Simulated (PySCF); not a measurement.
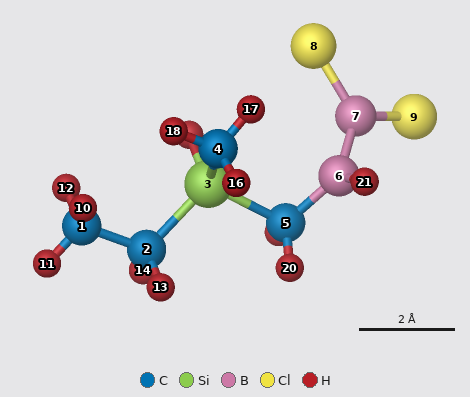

**Figure 1.** The structure as given in the input (ball-and-stick view, seen at a tilt; atoms are numbered from 1 in the order of the input).

Run report: C4H12B2Cl2Si, NMR shielding calculation

The run: NMR shielding calculation of C4H12B2Cl2Si. Method and program: GIAO PBE0/pcSseg-1 NMR shielding, non-relativistic, gas phase (PySCF 2.14.0).

The geometry comes from this level: GFN2-xTB. It belongs to a series of runs on one base structure; here: H on B replaced by BCl2. Figures and captions count atoms from 1; the log counts them from 0 in places.

## The input
```
{"job": {"kind": "nmr", "xc": "PBE0", "basis": "pcSseg-1"}, "charge": 0, "multiplicity": 1}
C     -2.867742     0.172840    -1.047173
C     -1.583203    -0.647843    -1.052871
Si    -0.176299     0.186718    -0.065125
C     -0.664676     0.407402     1.758890
C      1.358785    -0.978793    -0.239449
B      2.376753    -0.517354     0.824411
B      3.406625     0.755559     0.556272
Cl     2.873161     2.387185     0.832380
Cl     5.037985     0.601942     0.000945
H     -3.251141     0.276739    -0.035630
H     -3.636621    -0.302024    -1.654212
H     -2.686748     1.168950    -1.442678
H     -1.799415    -1.638986    -0.650034
H     -1.270006    -0.800107    -2.086867
H      0.129759     1.495750    -0.667791
H     -0.810185    -0.549225     2.253966
H      0.108639     0.943218     2.301484
H     -1.587205     0.971601     1.858487
H      1.691528    -0.867769    -1.268561
H      1.004916    -1.998792    -0.107608
H      2.336171    -1.050068     1.871736
```

The first line tells a small driver script what to run in PySCF; the rest is the geometry in Å.

Run on 1 CPU thread, shared host.

Run as:
```bash
OMP_NUM_THREADS=1 python <driver script> task.json out
```

## Log
```
coarse grid: 18832 points
cycle   1  E = -1418.4348622986  dE =  6.737e-01  |g| = 5.499e-01  |ddm| = 4.024e+00
cycle   2  E = -1418.4169161545  dE =  1.795e-02  |g| = 6.152e-01  |ddm| = 9.699e-01
cycle   3  E = -1418.5145197626  dE = -9.760e-02  |g| = 5.002e-02  |ddm| = 5.461e-01
cycle   4  E = -1418.5151003648  dE = -5.806e-04  |g| = 2.521e-02  |ddm| = 9.016e-02
cycle   5  E = -1418.5152808799  dE = -1.805e-04  |g| = 6.090e-03  |ddm| = 3.170e-02
cycle   6  E = -1418.5152901228  dE = -9.243e-06  |g| = 1.372e-03  |ddm| = 7.524e-03
final grid: 167136 points
cycle   7  E = -1418.5615277756  dE = -5.054e-05  |g| = 9.445e-03  |ddm| = 2.904e-02
cycle   8  E = -1418.5615204499  dE =  7.326e-06  |g| = 1.068e-02  |ddm| = 1.687e-02
cycle   9  E = -1418.5615502901  dE = -2.984e-05  |g| = 6.732e-04  |ddm| = 9.249e-03
cycle  10  E = -1418.5615503564  dE = -6.633e-08  |g| = 1.792e-04  |ddm| = 8.010e-04
cycle  11  E = -1418.5615503638  dE = -7.408e-09  |g| = 5.563e-05  |ddm| = 2.227e-04
cycle  12  E = -1418.5615503647  dE = -8.486e-10  |g| = 1.359e-05  |ddm| = 6.911e-05
```

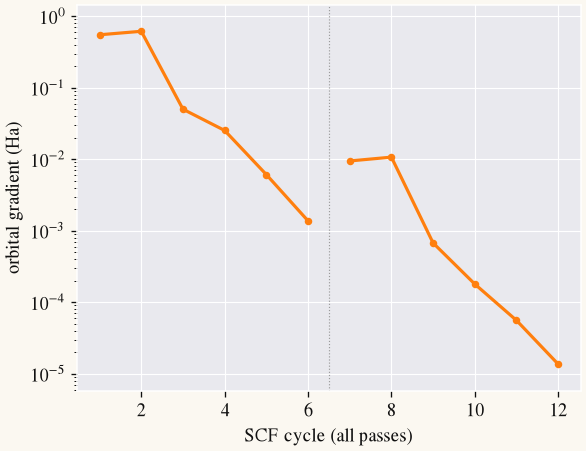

**Figure 2.** Convergence of the self-consistent field: orbital gradient against the SCF cycle. The dotted line marks the change from a coarse to the final integration grid. The first 6 cycles use a coarse grid, the final grid takes over at cycle 7, and the field converges after 12 cycles in all.

```
converged SCF energy = -1418.5615503647

GIAO shielding tensors (ppm)
atom      isotropic    diamagn.    paramagn.     s11        s22        s33       span
  0 C      176.733     246.190     -69.457    169.365    172.828    188.007     18.642
  1 C      173.307     254.984     -81.677    167.781    169.008    183.132     15.351
  2 Si     364.014     883.021    -519.007    347.995    363.479    380.567     32.573
  3 C      191.706     256.310     -64.603    187.841    191.159    196.120      8.278
  4 C      153.761     259.271    -105.510    100.921    163.229    197.134     96.214
  5 B       15.301     192.997    -177.696    -66.649    -18.489    131.040    197.690
  6 B       26.817     193.356    -166.538    -52.674     29.613    103.513    156.187
  7 Cl     621.360    1148.581    -527.221    299.804    643.306    920.969    621.165
  8 Cl     636.202    1146.216    -510.014    311.432    654.487    942.688    631.256
  9 H       30.762      30.171       0.591     25.542     30.469     36.274     10.732
 10 H       30.279      27.344       2.935     24.926     27.502     38.408     13.482
 11 H       30.837      29.851       0.985     26.131     29.357     37.022     10.891
 12 H       30.977      33.458      -2.481     26.424     30.175     36.332      9.907
 13 H       30.785      33.201      -2.417     25.674     30.229     36.452     10.778
 14 H       27.180      32.150      -4.970     23.471     26.965     31.105      7.634
 15 H       31.729      32.509      -0.780     28.041     28.653     38.493     10.452
 16 H       31.584      32.109      -0.525     26.262     30.090     38.401     12.139
 17 H       31.426      31.887      -0.461     26.336     29.320     38.623     12.287
 18 H       29.780      33.357      -3.577     25.708     29.200     34.431      8.723
 19 H       29.615      33.747      -4.133     26.024     28.574     34.246      8.222
 20 H       23.499      29.644      -6.145     15.336     25.579     29.582     14.245
```

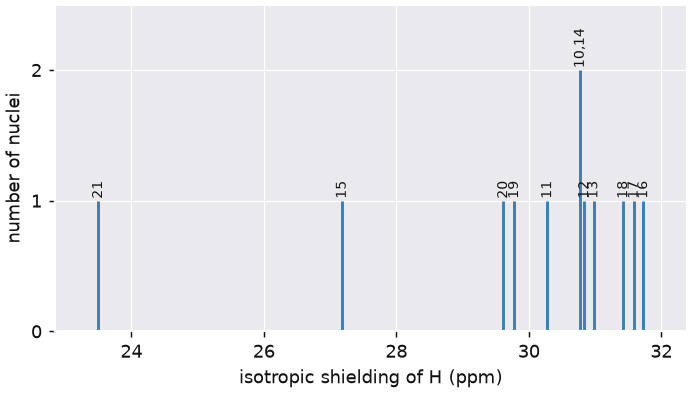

**Figure 3.** Isotropic shieldings of the hydrogen nuclei in this fixed geometry, labelled by atom number; shielding grows to the right, so chemical shift grows to the left. The least shielded is H21 (23.5 ppm), the most shielded H16 (31.7 ppm).

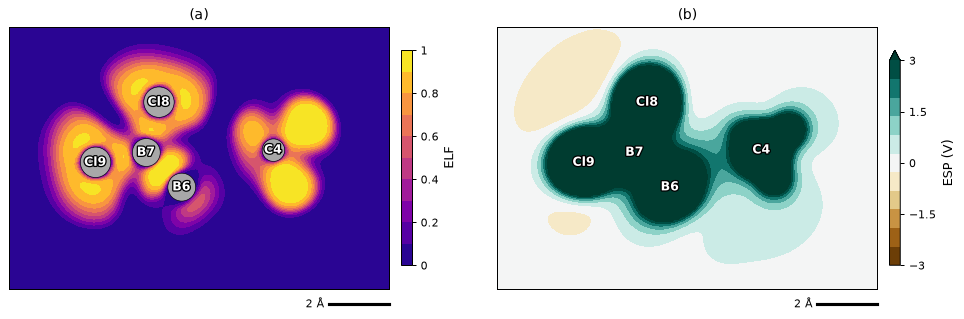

**Figure 4.** (a) ELF; (b) electrostatic potential on the plane of atoms Cl8, B7 and Cl9. Grey discs, where drawn, cover atomic cores. Atoms in the plane: C, B and Cl. B–B (1.66 Å): the ELF peaks at about 1 between the atoms, which marks localised, shared-pair bonding. B–Cl (1.73 Å): the ELF peaks at about 0.90 between the atoms, which marks a shared but strongly polarised pair.

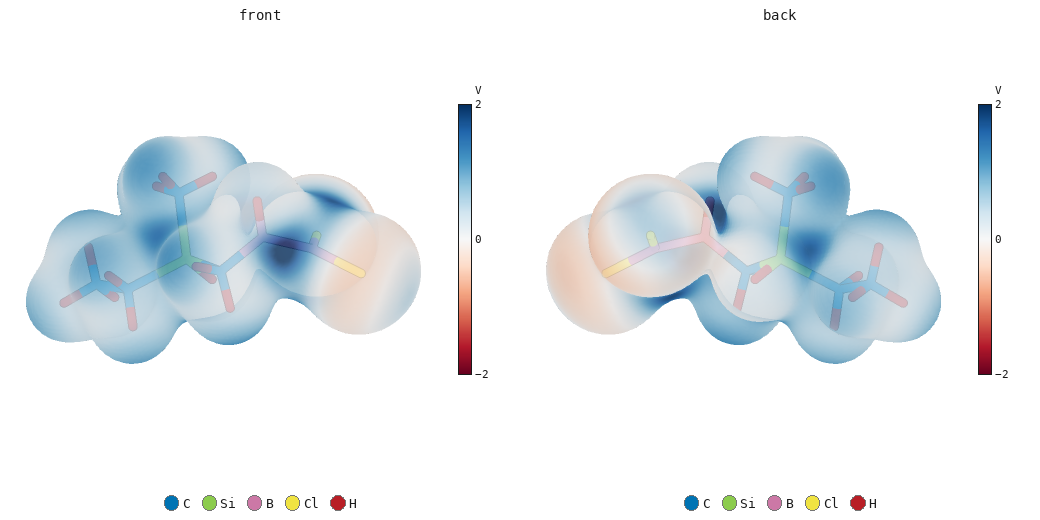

**Figure 5.** The electrostatic potential painted on the density surface at 0.004 e/bohr³, seen at a tilt and from behind; red is negative and blue positive. A positive charge is drawn to the negative regions and a negative charge to the positive ones. Its dipole moment is 2.40 D.

## Summary

```tsv
quantity	value
outcome	converged
total energy	−1418.561550 hartree
HOMO	−8.05 eV
LUMO	−1.47 eV
dipole moment	2.40 D
isotropic shielding, C	153.8 to 191.7 ppm
isotropic shielding, Si	364.0 ppm
isotropic shielding, B	15.3 to 26.8 ppm
isotropic shielding, Cl	621.4 to 636.2 ppm
isotropic shielding, H	23.5 to 31.7 ppm
wall time	2 min
peak memory	1.1 GiB
```
